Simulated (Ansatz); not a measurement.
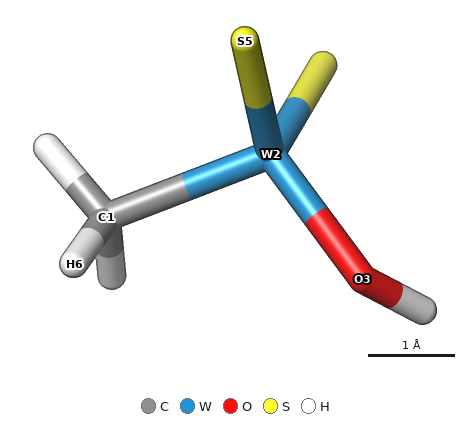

The structure as given in the input (stick view, seen at a tilt; atoms are numbered from 1 in the order of the input). Sticks mark near contacts. Bond lengths as drawn: C–H 1.09 Å, C–W 2.10 Å, H–O 0.96 Å, O–W 1.87 Å and S–W 2.12 Å.

Single-point calculation, with input and output: CH$_{4}$OS$_{2}$W

CH$_{4}$OS$_{2}$W, computed with RKS PBE0-D4/def2-TZVPP (Ansatz 0.2.0).

The geometry comes from this level: PBE0-D4/def2-TZVP.

The program's output:
```
Functional definition: PBE0
  name "PBE0"
  cite "Adamo & Barone, J. Chem. Phys. 110, 6158 (1999) doi:10.1063/1.478522"
  cite "Perdew, Burke & Ernzerhof, Phys. Rev. Lett. 77, 3865 (1996) doi:10.1103/PhysRevLett.77.3865"
  parent pbe
  parameter a = 0.25
  parameter kappa = 0.804
  parameter beta = 0.06672455060314922
  exchange = (1 - a)*pbe_x(kappa = kappa, mu = beta*pi^2/3) + a*exact_x
  correlation = pbe_c(beta = beta)
1597 factors; their error is unknown
mean field evaluation 1: about -26630.9433 eV, gradient 7.3e1 eV
mean field evaluation 2: about -26601.8587 eV, gradient 1.4e2 eV
mean field evaluation 4: about -26639.6704 eV, gradient 2.3e1 eV
mean field evaluation 8: about -26640.9297 eV, gradient 1.6e-1 eV
mean field evaluation 16: about -26640.9557 eV, gradient 4.6e-4 eV
mean field -26640.95570694 eV, -979.0370643418 hartree, gradient 1.7e-5 eV, S^2 0.000000; 0 other end points of the search recorded, 0 dependent functions left out
reference -26640.95573648 eV, -979.0370654272 hartree; 32, 32 occupied and 226, 226 virtual orbitals, 1597 factors
Total energy: -26641.20663495 eV, -979.0462857758 hartree
```

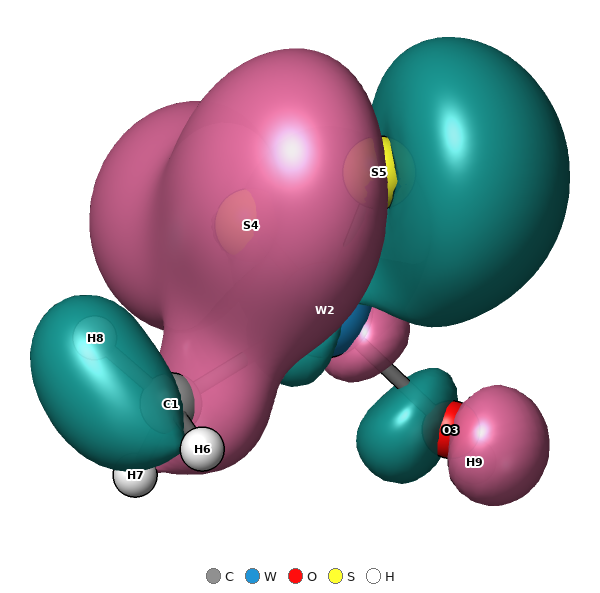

One frontier orbital at ±0.06 Å⁻³ᐟ² (teal and pink are the two phases), seen at a tilt. The HOMO−1, at −7.99 eV.

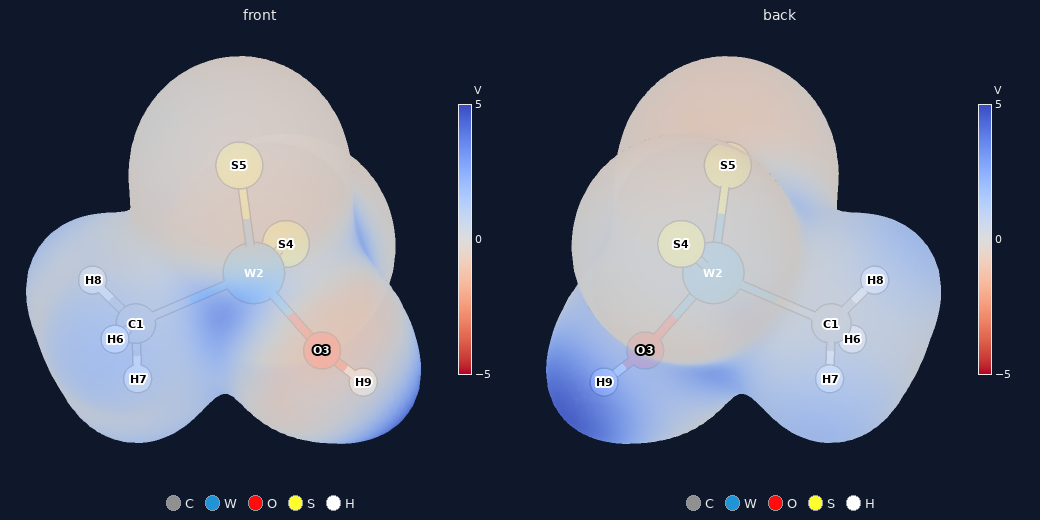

The electrostatic potential painted on the density surface at 0.004 e/bohr³, seen face on and from behind; the colour scale runs from red (negative) to blue (positive).

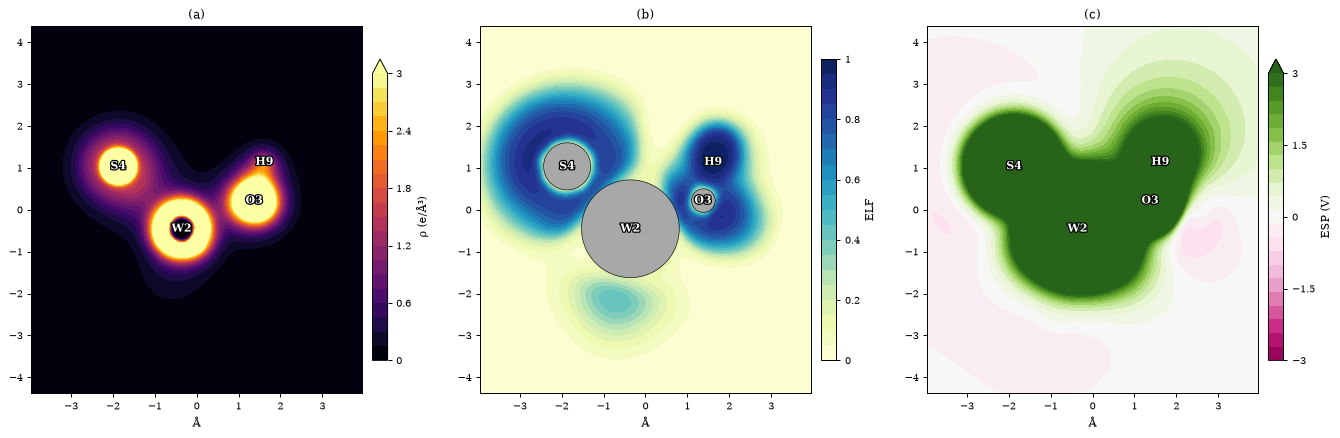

(a) total electron density; (b) electron localisation function; (c) electrostatic potential on the plane of atoms O3, W2 and S4. Grey discs, where drawn, cover atomic cores. W–O (1.87 Å): ρ is about 1.2 e/Å³ halfway; the ELF peaks at about 0.85 in the valence shell of O, 0.5 Å from its nucleus, and drops to about 0.25 between the two atoms. W–S (2.12 Å): ρ is about 1.1 e/Å³ halfway; the ELF peaks at about 0.75 in the valence shell of S, 0.8 Å from its nucleus, and is about 0.50 at the midpoint.

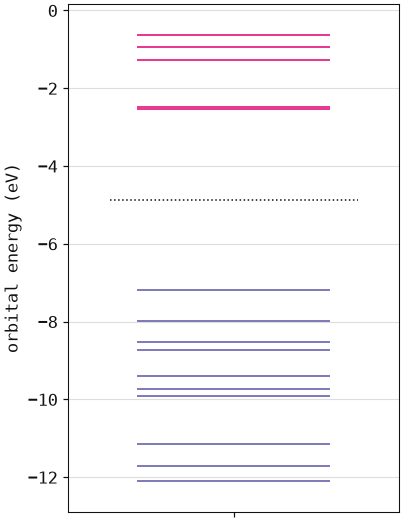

Orbital energies near the frontier; the dotted line parts filled from empty levels, and levels within 0.02 eV of each other stand side by side. Highest filled −7.20 eV, lowest empty −2.54 eV, 4.66 eV apart.

This output came from the following input.

The input:
```yaml
crystal:
  periodic: [false, false, false]
  atoms:
    - {symbol: C, position_ang: [-1.349655, -0.034525, 0.053348]}
    - {symbol: W, position_ang: [0.700602, 0.285244, -0.254450]}
    - {symbol: O, position_ang: [1.617024, -0.474083, 1.183533]}
    - {symbol: S, position_ang: [1.118571, -0.613908, -2.128836]}
    - {symbol: S, position_ang: [0.912431, 2.396505, -0.336648]}
    - {symbol: H, position_ang: [-1.638198, 0.420171, 1.006112]}
    - {symbol: H, position_ang: [-1.549924, -1.109931, 0.079858]}
    - {symbol: H, position_ang: [-1.942829, 0.415347, -0.745071]}
    - {symbol: H, position_ang: [2.131968, -1.284810, 1.142145]}
basis:
  gaussian: {orbitals: def2-TZVPP}
hamiltonian: {xc: pbe0, dispersion: d4}
output: {orbitals: {seedname: orbitals}}
```

Command:
```bash
ansatz run in.yaml --threads 4 --pin off --events-out ev --progress --plain --max-ram 10444MiB
```

Results in brief:

- outcome: converged
- total energy: −26641.2066 eV
- mean-field energy: −26640.9557 eV
- dispersion energy: −0.2509 eV
- SCF solution under orbital rotations: stable
- HOMO: −7.20 eV
- LUMO: −2.54 eV
- hardware: 4 threads of Arm Neoverse V2, 23 GiB of memory available, shared host
- wall time: 4.5 s (CPU time 17 s)
- peak memory: 0.77 GiB
